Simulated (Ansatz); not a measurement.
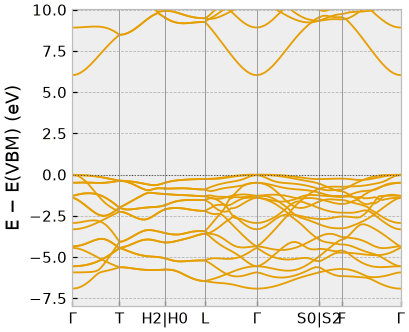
Band structure from plane-wave PAW PBEsol (Ansatz code)

**Question.** Read off the gap and where the band edges lie.

**Answer.** About 6.0 eV (6.03 eV by a search for the band edges); maximum at Γ, minimum at Γ.

The material is Al2O3 (corundum, R-3c).

Symmetry was held in the PBEsol relaxation.

Potentials: the later of the program's two PAW sets.
